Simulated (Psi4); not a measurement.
# CHCl2F (SMILES FC(Cl)Cl) at HF/cc-pVTZ-DK (sfX2C, sweep point 2)

What is the vertical electron affinity of CHCl2F at HF/cc-pVTZ-DK (sfX2C, sweep point 2)? 

The calculation is run with Psi4 1.11.

### Step 1. The system as given

CHCl2F has 5 atoms, charge 0, and is taken as a singlet. SMILES: `FC(Cl)Cl`. The shape is that of a PBE0-D4/def2-TZVP optimisation.

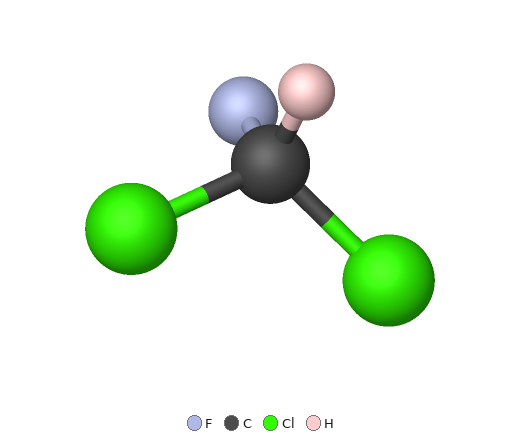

Viewed from a chosen angle; fluorine light blue, carbon dark grey, chlorine green, hydrogen pink.

### Step 2. A single-point energy at HF/cc-pVTZ-DK (sfX2C, sweep point 2)

job.in

```
memory 1.6 GB

molecule {
  F     -1.11607225     0.25038871     2.32511902
  C      0.01209425     0.18783878     0.05801459
  Cl     2.75881117    -1.67580913     0.23980625
  Cl    -2.11724915    -0.99248416    -2.20549936
  H      0.55671332     2.09079298    -0.49605311
  units bohr
  symmetry c1
}

set globals {
  reference    rhf
  puream       true
  scf_type     pk
  relativistic x2c
}

result, w = energy('scf/cc-pVTZ-DK', return_wfn=True)
```

Command:

```bash
$ psi4 -n 1 job.in job.out
```

job.out, shortened:

```text
[...]
  Running in c1 symmetry.
[...]
  Nuclear repulsion =  211.954260614538413
[...]
  Multiplicity = 1
[...]
  Nalpha       = 25
  Nbeta        = 25
[...]
    Number of basis functions: 142
[...]
    WARNING: The X2C and Dirac Hamiltonians have substatially different eigenvalues!
             This is probably caused by the recontraction of the basis set.
[...]
   @RHF iter   1: -1059.81019645651895   -1.95540e-01   2.76580e-03 ADIIS/DIIS
[...]
   @RHF iter   8: -1059.88209788235940   -7.67327e-08   4.30058e-07 DIIS
[...]
    Orbital Energies [Eh]
    ---------------------
    Doubly Occupied:
       1A   -105.236792     2A   -105.236790     3A    -26.366164
       4A    -11.462924     5A    -10.654666     6A    -10.654657
       7A     -8.056147     8A     -8.056145     9A     -8.054148
      10A     -8.054146    11A     -8.054087    12A     -8.054085
      13A     -1.671804    14A     -1.206938    15A     -1.123873
      16A     -0.918793    17A     -0.780136    18A     -0.740448
      19A     -0.724283    20A     -0.604048    21A     -0.571437
      22A     -0.504200    23A     -0.481607    24A     -0.473951
      25A     -0.459531
[...]
  @RHF Final Energy: -1059.88209788235940
   => Energetics <=
    Nuclear Repulsion Energy =            211.9542606145384127
    One-Electron Energy =               -1887.2688813727163506
    Two-Electron Energy =                 615.4325228758184494
    Total Energy =                      -1059.8820978823594032
[...]
 Multipole Moments:
 ------------------------------------------------------------------------------------
     Multipole            Electronic (a.u.)      Nuclear  (a.u.)        Total (a.u.)
 ------------------------------------------------------------------------------------
 L = 1.  Multiply by 2.5417464519 to convert [e a0] to [Debye]
 Dipole X            :         -0.3552458            0.5410048            0.1857590
 Dipole Y            :         -0.9239976            1.4021284            0.4781308
 Dipole Z            :          0.4500871           -0.6868901           -0.2368030
 Magnitude           :                                                    0.5649700
[...]
```

Run time: 9.6 s. Hardware: 1 thread of AMD EPYC 9R45 (Zen 5), shared host; peak memory 1.2 GiB.

### Step 3. The doublet anion

chcl2f.in

```
memory 1600 MB

molecule {
  -1 2
  F     -1.11607225     0.25038871     2.32511902
  C      0.01209425     0.18783878     0.05801459
  Cl     2.75881117    -1.67580913     0.23980625
  Cl    -2.11724915    -0.99248416    -2.20549936
  H      0.55671332     2.09079298    -0.49605311
  units au
  symmetry c1
}

set globals {
  reference    uhf
  puream       true
  scf_type     pk
  maxiter      150
  relativistic x2c
}

E = energy('scf/cc-pVTZ-DK')
print_variables()
```

Command:

```bash
$ psi4 -i chcl2f.in -o chcl2f.out -n 1
```

chcl2f.out, shortened:

```text
[...]
  Running in c1 symmetry.
[...]
  Nuclear repulsion =  211.954260614538413
[...]
  Multiplicity = 2
[...]
  Nalpha       = 26
  Nbeta        = 25
[...]
    Number of basis functions: 142
[...]
    WARNING: The X2C and Dirac Hamiltonians have substatially different eigenvalues!
             This is probably caused by the recontraction of the basis set.
[...]
   @UHF iter   1: -1059.71695380777919   -1.02298e-01   2.45180e-03 DIIS/ADIIS
[...]
   @UHF iter  12: -1059.77773674816285   -3.94047e-07   8.03206e-07 DIIS
[...]
   @S^2 Observed:                7.658260446E-01
[...]
    Orbital Energies [Eh]
    ---------------------
    Alpha Occupied:
       1A   -104.981823     2A   -104.981817     3A    -26.151046
       4A    -11.175653     5A    -10.401282     6A    -10.401275
       7A     -7.805196     8A     -7.805191     9A     -7.800228
      10A     -7.800221    11A     -7.800002    12A     -7.799993
      13A     -1.458153    14A     -0.975915    15A     -0.887231
      16A     -0.699728    17A     -0.560265    18A     -0.523504
      19A     -0.522331    20A     -0.384739    21A     -0.344095
      22A     -0.273872    23A     -0.248682    24A     -0.242438
      25A     -0.228974    26A      0.067575
    Alpha Virtual:
[...]
  @UHF Final Energy: -1059.77773674816285
   => Energetics <=
    Nuclear Repulsion Energy =            211.9542606145384127
    One-Electron Energy =               -1899.3054115541094689
    Two-Electron Energy =                 627.5734141914082329
    Total Energy =                      -1059.7777367481626243
  UHF NO Occupations:
  HONO-2 :   24  A 1.9970186
  HONO-1 :   25  A 1.9960369
[...]
 Multipole Moments:
 ------------------------------------------------------------------------------------
     Multipole            Electronic (a.u.)      Nuclear  (a.u.)        Total (a.u.)
 ------------------------------------------------------------------------------------
 L = 1.  Multiply by 2.5417464519 to convert [e a0] to [Debye]
 Dipole X            :         -0.6450107            0.5410048           -0.1040058
 Dipole Y            :         -1.1235062            1.4021284            0.2786222
 Dipole Z            :          0.9723589           -0.6868901            0.2854688
 Magnitude           :                                                    0.4122378
[...]
```

It took 11 s on 1 thread of AMD EPYC 9R45 (Zen 5), shared host; peak memory 1.2 GiB.

### Step 4. Results

Level: HF/cc-pVTZ-DK (sfX2C, sweep point 2).

| quantity | value |
| --- | --- |
| singlet CHCl2F: total energy | -1059.88210 Eh |
| singlet CHCl2F: dipole moment | 1.44 D |
| singlet CHCl2F: HOMO energy | -12.50 eV |
| singlet CHCl2F: LUMO energy | 3.48 eV |
| singlet CHCl2F: HOMO–LUMO gap | 15.98 eV |
| doublet anion: total energy | -1059.77774 Eh |
| doublet anion: HOMO energy (highest over α and β) | 1.84 eV |
| doublet anion: LUMO energy (lowest over α and β) | 9.02 eV |
| doublet anion: ⟨S²⟩ | 0.766 |
| vertical electron affinity (to the doublet anion) | -2.840 eV |

What this shows: The anion lies 2.84 eV (65 kcal/mol) above the neutral: the electron isn't bound at this level, and such a value depends on the basis. Without diffuse functions anions come out too high. Hartree–Fock misses the correlation that binds many anions. The HOMO (doublet anion) lies at positive energy, 1.84 eV: the electron is unbound at this level or held by a compact basis; values depend on the basis.
